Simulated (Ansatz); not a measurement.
## Molecular dynamics, with input and output: SiHBrCl4 (part 1 of 3)

System: SiHBrCl4.
Method: RKS PBE-D4/def2-SVP (Ansatz 0.2.0).

It belongs to a series of runs on one base structure; here: dynamics from the highest image of the converged band. Figures and captions count atoms from 1; the log counts them from 0 in places.

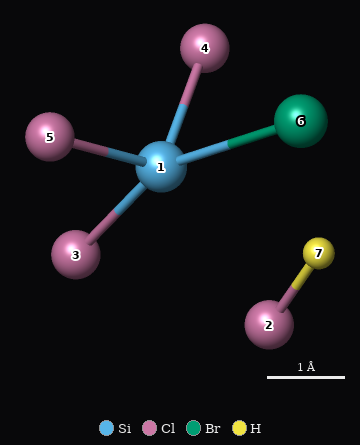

Figure 1. The input geometry (ball-and-stick view, seen at a tilt; atoms are numbered from 1 in the order of the input). Bond lengths as drawn: Br–Si 2.53 Å, Cl–H 1.45 Å and Cl–Si 2.07 to 2.10 Å.

**The input**
```yaml
crystal:
  periodic: [false, false, false]
  atoms:
    - { symbol: Si, position_ang: [-0.333918, 0.0, -0.082881] }
    - { symbol: Cl, position_ang: [0.140052, 0.0, 2.381506] }
    - { symbol: Cl, position_ang: [1.75401, 0.0, -0.25597] }
    - { symbol: Cl, position_ang: [-0.765844, 1.771871, -1.061258] }
    - { symbol: Cl, position_ang: [-0.765844, -1.771871, -1.061258] }
    - { symbol: Br, position_ang: [-2.61201, 0.0, 1.01849] }
    - { symbol: H, position_ang: [-1.306847, 0.0, 2.310669] }
basis:
  gaussian: { orbitals: def2-SVP }
hamiltonian:
  xc: pbe
  dispersion: d4
md:
  timestep: 0.5
  n_steps: 200
  ensemble: nve
  temperature: 300.0
  initial_velocities: maxwell_boltzmann
  seed: 3374
```

Machine: 4 threads of Intel Xeon (Granite Rapids), 192 GiB of memory available, shared host.

Launched with:
```bash
ansatz run input.yaml --threads 4 --pin off --max-ram 5120MiB --backend cpu --events-out ev --progress --plain --runs-dir out
```

**Log**
```
Engine: ansatz 0.2.0, x86_64-unknown-linux-gnu
Functional definition: PBE
  parameter kappa = 0.804
  parameter beta = 0.06672455060314922
  exchange = pbe_x(kappa = kappa, mu = beta*pi^2/3)
  correlation = pbe_c(beta = beta)
1379 factors; their error is unknown
mean field evaluation 1: about -127972.2106 eV, gradient 2.0e1 eV
mean field evaluation 2: about -127970.3354 eV, gradient 3.3e1 eV
mean field evaluation 4: about -127973.2089 eV, gradient 1.2e0 eV
mean field evaluation 8: about -127973.2155 eV, gradient 4.6e-2 eV
mean field evaluation 16: about -127973.0872 eV, gradient 1.8e-5 eV
mean field -127973.08721109 eV, -4702.9242117336 hartree, gradient 1.8e-5 eV, S^2 0.000000; 0 other end points of the search recorded, 0 dependent functions left out
the calculation of the forces begins
reference -127973.08724141 eV, -4702.9242128476 hartree; 59, 59 occupied and 68, 68 virtual orbitals, 1379 factors
md step     0: t =     0.00 fs  T =   300.0 K  F+E_penalty+E_count = -127973.48582670 eV  E_kin = 0.193890 eV  conserved = -127973.29193670 eV  (28 SCF iters)
these checks for a lower state are left out or cut short: starts, cluster_reference, orbital_swaps, neighbouring_geometries, increment
1379 factors; their error is unknown
mean field -127973.08712834 eV, -4702.9242086926 hartree, gradient 8.1e-5 eV, S^2 0.000000; 0 other end points of the search recorded, 0 dependent functions left out
the calculation of the forces begins
reference -127973.08715867 eV, -4702.9242098071 hartree; 59, 59 occupied and 68, 68 virtual orbitals, 1379 factors
md step     1: t =     0.50 fs  T =   299.7 K  F+E_penalty+E_count = -127973.48561890 eV  E_kin = 0.193683 eV  conserved = -127973.29193589 eV  (27 SCF iters)
[... from here on the SCF iterations and repeated set-up lines of each step are left out, up to the last step ...]
md step     2: t =     1.00 fs  T =   298.6 K  F+E_penalty+E_count = -127973.48495136 eV  E_kin = 0.193017 eV  conserved = -127973.29193418 eV  (27 SCF iters)
md step     3: t =     1.50 fs  T =   297.0 K  F+E_penalty+E_count = -127973.48385077 eV  E_kin = 0.191919 eV  conserved = -127973.29193167 eV  (27 SCF iters)
md step     4: t =     2.00 fs  T =   294.6 K  F+E_penalty+E_count = -127973.48235640 eV  E_kin = 0.190428 eV  conserved = -127973.29192849 eV  (27 SCF iters)
md step     5: t =     2.50 fs  T =   291.8 K  F+E_penalty+E_count = -127973.48051778 eV  E_kin = 0.188593 eV  conserved = -127973.29192489 eV  (27 SCF iters)
md step     6: t =     3.00 fs  T =   288.5 K  F+E_penalty+E_count = -127973.47839159 eV  E_kin = 0.186471 eV  conserved = -127973.29192105 eV  (27 SCF iters)
md step     7: t =     3.50 fs  T =   284.9 K  F+E_penalty+E_count = -127973.47603863 eV  E_kin = 0.184121 eV  conserved = -127973.29191736 eV  (27 SCF iters)
md step     8: t =     4.00 fs  T =   281.0 K  F+E_penalty+E_count = -127973.47351959 eV  E_kin = 0.181606 eV  conserved = -127973.29191364 eV  (27 SCF iters)
md step     9: t =     4.50 fs  T =   276.9 K  F+E_penalty+E_count = -127973.47089290 eV  E_kin = 0.178982 eV  conserved = -127973.29191042 eV  (27 SCF iters)
md step    10: t =     5.00 fs  T =   272.8 K  F+E_penalty+E_count = -127973.46821038 eV  E_kin = 0.176303 eV  conserved = -127973.29190781 eV  (27 SCF iters)
md step    11: t =     5.50 fs  T =   268.6 K  F+E_penalty+E_count = -127973.46551463 eV  E_kin = 0.173609 eV  conserved = -127973.29190579 eV  (27 SCF iters)
md step    12: t =     6.00 fs  T =   264.5 K  F+E_penalty+E_count = -127973.46283707 eV  E_kin = 0.170932 eV  conserved = -127973.29190460 eV  (27 SCF iters)
md step    13: t =     6.50 fs  T =   260.4 K  F+E_penalty+E_count = -127973.46019565 eV  E_kin = 0.168291 eV  conserved = -127973.29190432 eV  (27 SCF iters)
md step    14: t =     7.00 fs  T =   256.4 K  F+E_penalty+E_count = -127973.45759392 eV  E_kin = 0.165689 eV  conserved = -127973.29190493 eV  (27 SCF iters)
md step    15: t =     7.50 fs  T =   252.4 K  F+E_penalty+E_count = -127973.45502096 eV  E_kin = 0.163115 eV  conserved = -127973.29190645 eV  (27 SCF iters)
md step    16: t =     8.00 fs  T =   248.4 K  F+E_penalty+E_count = -127973.45245202 eV  E_kin = 0.160543 eV  conserved = -127973.29190877 eV  (27 SCF iters)
md step    17: t =     8.50 fs  T =   244.4 K  F+E_penalty+E_count = -127973.44985045 eV  E_kin = 0.157939 eV  conserved = -127973.29191179 eV  (27 SCF iters)
md step    18: t =     9.00 fs  T =   240.2 K  F+E_penalty+E_count = -127973.44717039 eV  E_kin = 0.155255 eV  conserved = -127973.29191505 eV  (27 SCF iters)
md step    19: t =     9.50 fs  T =   235.9 K  F+E_penalty+E_count = -127973.44436185 eV  E_kin = 0.152443 eV  conserved = -127973.29191873 eV  (27 SCF iters)
md step    20: t =    10.00 fs  T =   231.2 K  F+E_penalty+E_count = -127973.44137388 eV  E_kin = 0.149452 eV  conserved = -127973.29192167 eV  (27 SCF iters)
md step    21: t =    10.50 fs  T =   226.3 K  F+E_penalty+E_count = -127973.43816299 eV  E_kin = 0.146239 eV  conserved = -127973.29192386 eV  (27 SCF iters)
md step    22: t =    11.00 fs  T =   220.9 K  F+E_penalty+E_count = -127973.43469796 eV  E_kin = 0.142773 eV  conserved = -127973.29192488 eV  (27 SCF iters)
md step    23: t =    11.50 fs  T =   215.1 K  F+E_penalty+E_count = -127973.43096643 eV  E_kin = 0.139042 eV  conserved = -127973.29192454 eV  (27 SCF iters)
md step    24: t =    12.00 fs  T =   209.0 K  F+E_penalty+E_count = -127973.42697949 eV  E_kin = 0.135057 eV  conserved = -127973.29192238 eV  (27 SCF iters)
md step    25: t =    12.50 fs  T =   202.5 K  F+E_penalty+E_count = -127973.42277534 eV  E_kin = 0.130857 eV  conserved = -127973.29191852 eV  (27 SCF iters)
md step    26: t =    13.00 fs  T =   195.7 K  F+E_penalty+E_count = -127973.41841924 eV  E_kin = 0.126506 eV  conserved = -127973.29191354 eV  (27 SCF iters)
md step    27: t =    13.50 fs  T =   188.9 K  F+E_penalty+E_count = -127973.41399837 eV  E_kin = 0.122091 eV  conserved = -127973.29190692 eV  (27 SCF iters)
md step    28: t =    14.00 fs  T =   182.1 K  F+E_penalty+E_count = -127973.40961761 eV  E_kin = 0.117718 eV  conserved = -127973.29190010 eV  (23 SCF iters)
md step    29: t =    14.50 fs  T =   175.6 K  F+E_penalty+E_count = -127973.40538624 eV  E_kin = 0.113493 eV  conserved = -127973.29189369 eV  (22 SCF iters)
md step    30: t =    15.00 fs  T =   169.5 K  F+E_penalty+E_count = -127973.40140649 eV  E_kin = 0.109518 eV  conserved = -127973.29188850 eV  (23 SCF iters)
md step    31: t =    15.50 fs  T =   163.8 K  F+E_penalty+E_count = -127973.39776068 eV  E_kin = 0.105875 eV  conserved = -127973.29188526 eV  (20 SCF iters)
md step    32: t =    16.00 fs  T =   158.8 K  F+E_penalty+E_count = -127973.39450064 eV  E_kin = 0.102616 eV  conserved = -127973.29188433 eV  (20 SCF iters)
md step    33: t =    16.50 fs  T =   154.3 K  F+E_penalty+E_count = -127973.39164133 eV  E_kin = 0.099756 eV  conserved = -127973.29188581 eV  (19 SCF iters)
md step    34: t =    17.00 fs  T =   150.5 K  F+E_penalty+E_count = -127973.38915969 eV  E_kin = 0.097270 eV  conserved = -127973.29188944 eV  (20 SCF iters)
md step    35: t =    17.50 fs  T =   147.2 K  F+E_penalty+E_count = -127973.38699908 eV  E_kin = 0.095105 eV  conserved = -127973.29189458 eV  (20 SCF iters)
md step    36: t =    18.00 fs  T =   144.2 K  F+E_penalty+E_count = -127973.38507863 eV  E_kin = 0.093178 eV  conserved = -127973.29190041 eV  (23 SCF iters)
md step    37: t =    18.50 fs  T =   141.4 K  F+E_penalty+E_count = -127973.38330531 eV  E_kin = 0.091399 eV  conserved = -127973.29190614 eV  (23 SCF iters)
md step    38: t =    19.00 fs  T =   138.8 K  F+E_penalty+E_count = -127973.38158660 eV  E_kin = 0.089676 eV  conserved = -127973.29191105 eV  (23 SCF iters)
md step    39: t =    19.50 fs  T =   136.0 K  F+E_penalty+E_count = -127973.37984217 eV  E_kin = 0.087928 eV  conserved = -127973.29191464 eV  (23 SCF iters)
md step    40: t =    20.00 fs  T =   133.2 K  F+E_penalty+E_count = -127973.37801227 eV  E_kin = 0.086096 eV  conserved = -127973.29191656 eV  (23 SCF iters)
md step    41: t =    20.50 fs  T =   130.2 K  F+E_penalty+E_count = -127973.37606294 eV  E_kin = 0.084146 eV  conserved = -127973.29191674 eV  (23 SCF iters)
md step    42: t =    21.00 fs  T =   127.0 K  F+E_penalty+E_count = -127973.37398716 eV  E_kin = 0.082072 eV  conserved = -127973.29191537 eV  (23 SCF iters)
md step    43: t =    21.50 fs  T =   123.6 K  F+E_penalty+E_count = -127973.37180287 eV  E_kin = 0.079890 eV  conserved = -127973.29191271 eV  (27 SCF iters)
md step    44: t =    22.00 fs  T =   120.1 K  F+E_penalty+E_count = -127973.36954874 eV  E_kin = 0.077640 eV  conserved = -127973.29190915 eV  (23 SCF iters)
md step    45: t =    22.50 fs  T =   116.6 K  F+E_penalty+E_count = -127973.36727837 eV  E_kin = 0.075373 eV  conserved = -127973.29190507 eV  (23 SCF iters)
md step    46: t =    23.00 fs  T =   113.2 K  F+E_penalty+E_count = -127973.36505374 eV  E_kin = 0.073153 eV  conserved = -127973.29190050 eV  (23 SCF iters)
md step    47: t =    23.50 fs  T =   109.9 K  F+E_penalty+E_count = -127973.36294038 eV  E_kin = 0.071044 eV  conserved = -127973.29189645 eV  (23 SCF iters)
md step    48: t =    24.00 fs  T =   106.9 K  F+E_penalty+E_count = -127973.36099999 eV  E_kin = 0.069107 eV  conserved = -127973.29189300 eV  (22 SCF iters)
md step    49: t =    24.50 fs  T =   104.3 K  F+E_penalty+E_count = -127973.35928684 eV  E_kin = 0.067397 eV  conserved = -127973.29189026 eV  (23 SCF iters)
md step    50: t =    25.00 fs  T =   102.1 K  F+E_penalty+E_count = -127973.35784415 eV  E_kin = 0.065956 eV  conserved = -127973.29188840 eV  (23 SCF iters)
md step    51: t =    25.50 fs  T =   100.3 K  F+E_penalty+E_count = -127973.35670147 eV  E_kin = 0.064814 eV  conserved = -127973.29188754 eV  (20 SCF iters)
md step    52: t =    26.00 fs  T =    99.0 K  F+E_penalty+E_count = -127973.35587310 eV  E_kin = 0.063985 eV  conserved = -127973.29188768 eV  (20 SCF iters)
md step    53: t =    26.50 fs  T =    98.2 K  F+E_penalty+E_count = -127973.35535760 eV  E_kin = 0.063469 eV  conserved = -127973.29188878 eV  (20 SCF iters)
md step    54: t =    27.00 fs  T =    97.9 K  F+E_penalty+E_count = -127973.35513804 eV  E_kin = 0.063247 eV  conserved = -127973.29189079 eV  (20 SCF iters)
md step    55: t =    27.50 fs  T =    97.9 K  F+E_penalty+E_count = -127973.35518301 eV  E_kin = 0.063289 eV  conserved = -127973.29189359 eV  (20 SCF iters)
md step    56: t =    28.00 fs  T =    98.3 K  F+E_penalty+E_count = -127973.35544846 eV  E_kin = 0.063551 eV  conserved = -127973.29189704 eV  (20 SCF iters)
md step    57: t =    28.50 fs  T =    99.0 K  F+E_penalty+E_count = -127973.35588009 eV  E_kin = 0.063979 eV  conserved = -127973.29190082 eV  (23 SCF iters)
md step    58: t =    29.00 fs  T =    99.8 K  F+E_penalty+E_count = -127973.35641694 eV  E_kin = 0.064512 eV  conserved = -127973.29190500 eV  (23 SCF iters)
md step    59: t =    29.50 fs  T =   100.7 K  F+E_penalty+E_count = -127973.35699402 eV  E_kin = 0.065085 eV  conserved = -127973.29190905 eV  (23 SCF iters)
md step    60: t =    30.00 fs  T =   101.6 K  F+E_penalty+E_count = -127973.35754716 eV  E_kin = 0.065635 eV  conserved = -127973.29191256 eV  (23 SCF iters)
md step    61: t =    30.50 fs  T =   102.3 K  F+E_penalty+E_count = -127973.35801791 eV  E_kin = 0.066102 eV  conserved = -127973.29191573 eV  (22 SCF iters)
md step    62: t =    31.00 fs  T =   102.8 K  F+E_penalty+E_count = -127973.35835704 eV  E_kin = 0.066439 eV  conserved = -127973.29191846 eV  (28 SCF iters)
md step    63: t =    31.50 fs  T =   103.1 K  F+E_penalty+E_count = -127973.35852793 eV  E_kin = 0.066608 eV  conserved = -127973.29191971 eV  (28 SCF iters)
md step    64: t =    32.00 fs  T =   103.0 K  F+E_penalty+E_count = -127973.35851224 eV  E_kin = 0.066593 eV  conserved = -127973.29191974 eV  (28 SCF iters)
md step    65: t =    32.50 fs  T =   102.7 K  F+E_penalty+E_count = -127973.35831068 eV  E_kin = 0.066392 eV  conserved = -127973.29191851 eV  (28 SCF iters)
md step    66: t =    33.00 fs  T =   102.2 K  F+E_penalty+E_count = -127973.35794400 eV  E_kin = 0.066028 eV  conserved = -127973.29191608 eV  (28 SCF iters)
md step    67: t =    33.50 fs  T =   101.4 K  F+E_penalty+E_count = -127973.35745175 eV  E_kin = 0.065539 eV  conserved = -127973.29191257 eV  (27 SCF iters)
md step    68: t =    34.00 fs  T =   100.5 K  F+E_penalty+E_count = -127973.35688932 eV  E_kin = 0.064981 eV  conserved = -127973.29190853 eV  (23 SCF iters)
md step    69: t =    34.50 fs  T =    99.7 K  F+E_penalty+E_count = -127973.35632186 eV  E_kin = 0.064418 eV  conserved = -127973.29190419 eV  (23 SCF iters)
md step    70: t =    35.00 fs  T =    98.9 K  F+E_penalty+E_count = -127973.35581814 eV  E_kin = 0.063918 eV  conserved = -127973.29190015 eV  (23 SCF iters)
md step    71: t =    35.50 fs  T =    98.3 K  F+E_penalty+E_count = -127973.35544249 eV  E_kin = 0.063546 eV  conserved = -127973.29189684 eV  (23 SCF iters)
md step    72: t =    36.00 fs  T =    98.0 K  F+E_penalty+E_count = -127973.35524750 eV  E_kin = 0.063353 eV  conserved = -127973.29189461 eV  (22 SCF iters)
md step    73: t =    36.50 fs  T =    98.1 K  F+E_penalty+E_count = -127973.35526813 eV  E_kin = 0.063374 eV  conserved = -127973.29189379 eV  (22 SCF iters)
md step    74: t =    37.00 fs  T =    98.4 K  F+E_penalty+E_count = -127973.35551762 eV  E_kin = 0.063623 eV  conserved = -127973.29189439 eV  (22 SCF iters)
md step    75: t =    37.50 fs  T =    99.2 K  F+E_penalty+E_count = -127973.35598675 eV  E_kin = 0.064090 eV  conserved = -127973.29189631 eV  (23 SCF iters)
md step    76: t =    38.00 fs  T =   100.2 K  F+E_penalty+E_count = -127973.35664556 eV  E_kin = 0.064746 eV  conserved = -127973.29189920 eV  (23 SCF iters)
md step    77: t =    38.50 fs  T =   101.4 K  F+E_penalty+E_count = -127973.35744809 eV  E_kin = 0.065545 eV  conserved = -127973.29190267 eV  (23 SCF iters)
md step    78: t =    39.00 fs  T =   102.8 K  F+E_penalty+E_count = -127973.35833824 eV  E_kin = 0.066432 eV  conserved = -127973.29190602 eV  (27 SCF iters)
md step    79: t =    39.50 fs  T =   104.2 K  F+E_penalty+E_count = -127973.35925779 eV  E_kin = 0.067348 eV  conserved = -127973.29190935 eV  (27 SCF iters)
md step    80: t =    40.00 fs  T =   105.6 K  F+E_penalty+E_count = -127973.36015155 eV  E_kin = 0.068240 eV  conserved = -127973.29191201 eV  (27 SCF iters)
md step    81: t =    40.50 fs  T =   106.9 K  F+E_penalty+E_count = -127973.36097415 eV  E_kin = 0.069060 eV  conserved = -127973.29191380 eV  (27 SCF iters)
md step    82: t =    41.00 fs  T =   108.0 K  F+E_penalty+E_count = -127973.36169322 eV  E_kin = 0.069779 eV  conserved = -127973.29191417 eV  (27 SCF iters)
md step    83: t =    41.50 fs  T =   108.9 K  F+E_penalty+E_count = -127973.36229333 eV  E_kin = 0.070379 eV  conserved = -127973.29191399 eV  (27 SCF iters)
md step    84: t =    42.00 fs  T =   109.6 K  F+E_penalty+E_count = -127973.36277358 eV  E_kin = 0.070861 eV  conserved = -127973.29191277 eV  (27 SCF iters)
md step    85: t =    42.50 fs  T =   110.2 K  F+E_penalty+E_count = -127973.36314878 eV  E_kin = 0.071238 eV  conserved = -127973.29191079 eV  (27 SCF iters)
md step    86: t =    43.00 fs  T =   110.7 K  F+E_penalty+E_count = -127973.36344633 eV  E_kin = 0.071538 eV  conserved = -127973.29190816 eV  (27 SCF iters)
md step    87: t =    43.50 fs  T =   111.1 K  F+E_penalty+E_count = -127973.36370365 eV  E_kin = 0.071799 eV  conserved = -127973.29190502 eV  (29 SCF iters)
md step    88: t =    44.00 fs  T =   111.5 K  F+E_penalty+E_count = -127973.36396529 eV  E_kin = 0.072064 eV  conserved = -127973.29190176 eV  (29 SCF iters)
md step    89: t =    44.50 fs  T =   112.0 K  F+E_penalty+E_count = -127973.36427926 eV  E_kin = 0.072381 eV  conserved = -127973.29189847 eV  (27 SCF iters)
md step    90: t =    45.00 fs  T =   112.6 K  F+E_penalty+E_count = -127973.36469472 eV  E_kin = 0.072799 eV  conserved = -127973.29189536 eV  (29 SCF iters)
md step    91: t =    45.50 fs  T =   113.5 K  F+E_penalty+E_count = -127973.36525913 eV  E_kin = 0.073367 eV  conserved = -127973.29189244 eV  (29 SCF iters)
md step    92: t =    46.00 fs  T =   114.7 K  F+E_penalty+E_count = -127973.36601668 eV  E_kin = 0.074127 eV  conserved = -127973.29188989 eV  (29 SCF iters)
md step    93: t =    46.50 fs  T =   116.2 K  F+E_penalty+E_count = -127973.36700643 eV  E_kin = 0.075119 eV  conserved = -127973.29188775 eV  (29 SCF iters)
```
